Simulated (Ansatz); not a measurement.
GaN2H6Cl: several calculations on one system

### Relaxation

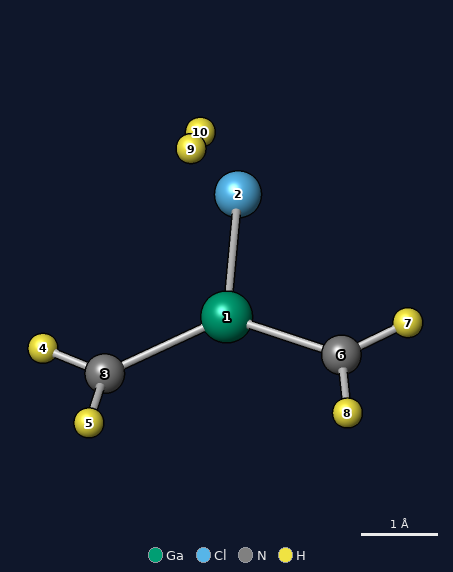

Starting structure of GaN₂H₆Cl. The picture is a ball-and-stick view, seen from a free direction.

The run prepares an end point of a later path (reaction) calculation, from a guessed geometry.

Method: RHF/def2-SVP (Ansatz).

The input:
```yaml
crystal:
  periodic: [false, false, false]
  atoms:
    - { symbol: Ga, position_ang: [-0.000139, -0.19741, -0.148109] }
    - { symbol: Cl, position_ang: [0.00331, -0.759187, 1.995394] }
    - { symbol: "N", position_ang: [1.601397, -0.078853, -0.971258] }
    - { symbol: H, position_ang: [2.467587, -0.184859, -0.484888] }
    - { symbol: H, position_ang: [1.729059, 0.279454, -1.894843] }
    - { symbol: "N", position_ang: [-1.607891, 0.026238, -0.931259] }
    - { symbol: H, position_ang: [-2.472922, -0.077264, -0.441085] }
    - { symbol: H, position_ang: [-1.747441, 0.199167, -1.905252] }
    - { symbol: H, position_ang: [0.105181, 2.286021, 1.083575] }
    - { symbol: H, position_ang: [0.076959, 1.787892, 1.591126] }
basis:
  gaussian: { orbitals: def2-SVP }
hamiltonian:
  xc: hf
relax:
  f_tol: 0.03
  max_steps: 50
```

Command:
```bash
ansatz run input.yaml --threads 2 --pin off --max-ram 3072MiB --backend cpu --events-out ev --progress --plain --runs-dir out
```

### What does the optimiser find from here?

H9 moves most after the best rigid fit: 1.43 Å. Largest moves by element: H 1.43 Å, N 0.33 Å, Ga 0.28 Å, Cl 0.21 Å. Near-neighbour distances that change, for instance: Ga1–Cl2 2.216 → 2.168 Å, H9–H10 0.712 → 0.747 Å. Over 19 accepted moves (21 points after the start) the energy falls by 0.158 eV. Largest force component: 1.2 eV/Å at the start, 0.0027 eV/Å at the end. The line search rejected the trial steps at points 13, 15 of the run. The forces were under the threshold at step 11, but the run went on from there. The run took 100 s on 2 threads of Intel(R) Xeon(R) Processor @ 2.50GHz (Skylake/Cascade Lake) (shared host), peak memory 0.25 GiB.

The structure at the end:

```xyz
10

Ga   -0.0005   -0.3801   -0.3543
Cl    0.0166   -0.7420    1.7828
N     1.5955   -0.2752   -1.1877
H     2.4700   -0.3736   -0.7124
H     1.7219   -0.0999   -2.1640
N    -1.6096   -0.2130   -1.1517
H    -2.4764   -0.2770   -0.6568
H    -1.7508   -0.0327   -2.1251
H     0.1012    3.2070    2.1780
H     0.0874    2.4677    2.2844
```

The end point in the same view:

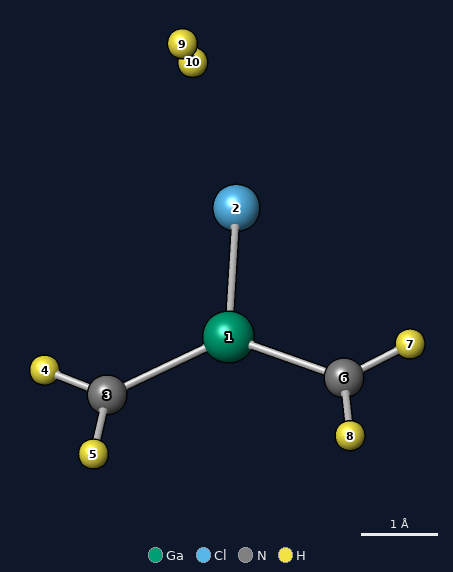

Limits of the set-up: the start holds two separate molecules, 2.6 Å apart at their closest, whose relative position is a soft coordinate and is computed without a dispersion correction; Hartree-Fock leaves out electron correlation.

### Relaxation

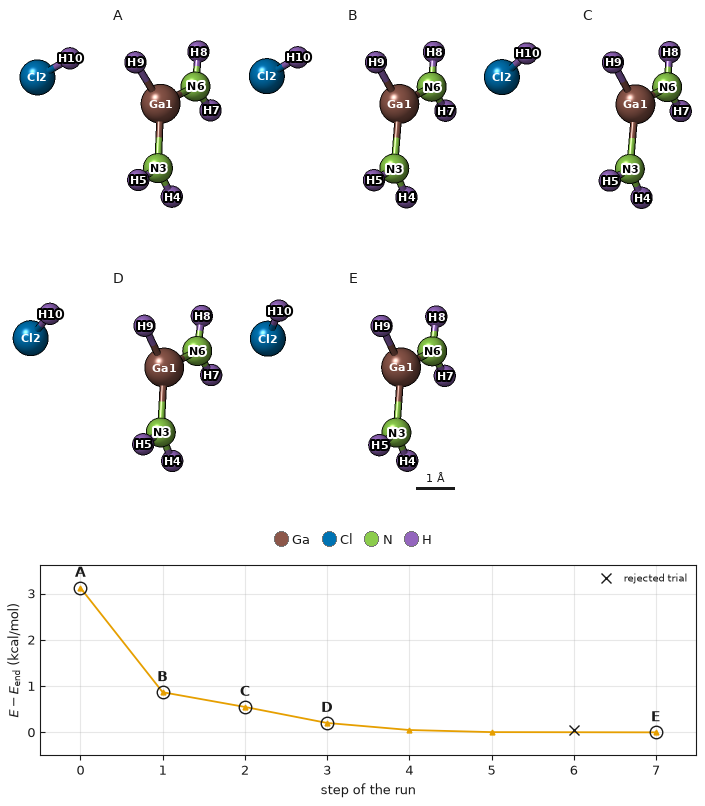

Frames of a relaxation of GaN2H6Cl, marked on the history of the run. A ball-and-stick model, seen at a tilt.

The run prepares an end point of a later path (reaction) calculation, from a guessed geometry.

Theory: RHF/def2-SVP in Ansatz. (no spin polarisation; force threshold 0.03 eV/Å; at most 50 steps)

Q: What happens along the run?

A: Over 6 accepted moves (7 points after the start) the energy falls by 3.12 kcal/mol. The largest force component goes from 1.3 to 0.029 eV/Å. The line search rejected the trial step at point 6 of the run. The forces were under the threshold at step 5, but the run went on from there. H10 moves most after the best rigid fit: 0.76 Å. By element the largest moves are H 0.76 Å, Cl 0.19 Å, Ga 0.16 Å, N 0.10 Å. Some distances before and after: Ga1–Cl2 3.444 → 3.755 Å, Cl2–H10 1.326 → 1.273 Å. Cost: 40 s on 2 threads of Intel(R) Xeon(R) Processor @ 2.50GHz (Skylake/Cascade Lake), on a shared host, peak memory 0.25 GiB. From step 0 to 1: H10 moves most (0.20 Å), energy −2.25 kcal/mol. From step 1 to 2: H10 moves most (0.19 Å), energy −0.32 kcal/mol. From step 2 to 3: H10 moves most (0.20 Å), energy −0.35 kcal/mol. From step 3 to 7: H10 moves most (0.18 Å), energy −0.20 kcal/mol.

```
step  E − E(0), kcal/mol  largest force component, eV/Å      note
   0                0.00                         1.2506          
   1               -2.25                         0.5427          
   2               -2.57                         0.6677          
   3               -2.92                         0.3165          
   4               -3.07                         0.2564          
   5               -3.12                         0.0199          
   6               -3.07                         0.3058  rejected
   7               -3.12                         0.0294
```

Limits of the set-up: Hartree-Fock leaves out electron correlation.

### Path

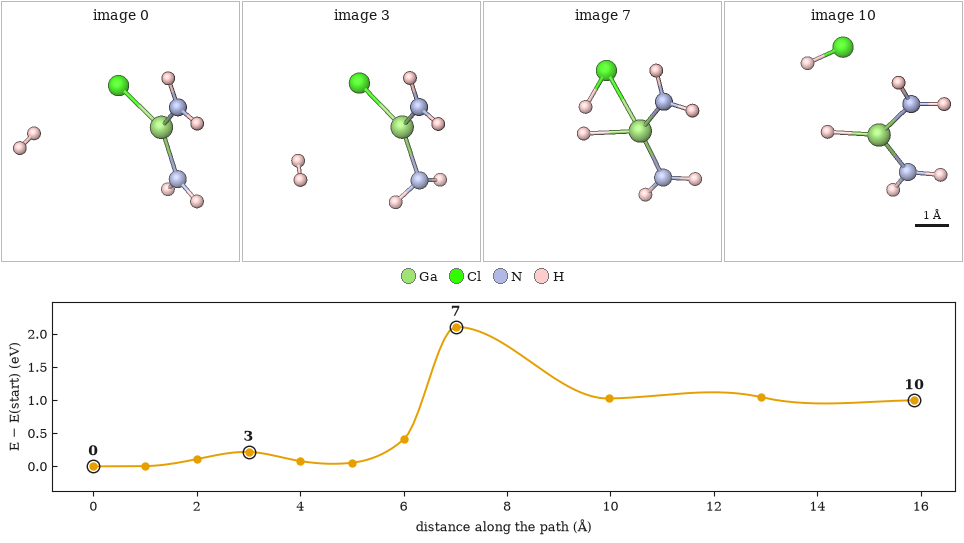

A search for the minimum-energy path of GaN2H6Cl, made up at the start of GaN$_{2}$H$_{4}$Cl and H$_{2}$ by the nudged elastic band. Images are numbered from 0 (start) to 10 (end). Style: ball-and-stick. Shown from a free direction.

Level of theory: RHF/def2-SVP (Ansatz 0.2.0). Settings: 9 movable images; climbing image; force threshold 0.05 eV/Å; iteration limit 60; starting path through a guess of the saddle point.

Question: Describe the mechanism and the energy profile.

Answer: The energy climbs by 2.11 eV to image 7 and then falls by 1.11 eV, so the end point sits at +1.00 eV. The path has more than one stage, and so few images may leave a stage unresolved. Breaking: Cl–Ga (2.17 → 3.76 Å), H–H (0.75 → 2.90 Å). Forming: Cl–H (3.25 → 1.27 Å), Ga–H (4.39 → 1.57 Å). The band converged in 29 iterations. The largest component of the band force went from 13 to 0.037 eV/Å. The climbing image converged on the top of the path. Its vibrational analysis gives one imaginary mode (1412i cm⁻¹), as a transition state must have.

Limits of the set-up: the start holds two separate molecules, 3.2 Å apart at their closest, whose relative position is a soft coordinate and is computed without a dispersion correction; Hartree-Fock leaves out electron correlation.

Cost: 18 min on 2 threads of Intel(R) Xeon(R) Processor @ 2.50GHz (Skylake/Cascade Lake) (shared host), peak memory 0.25 GiB.
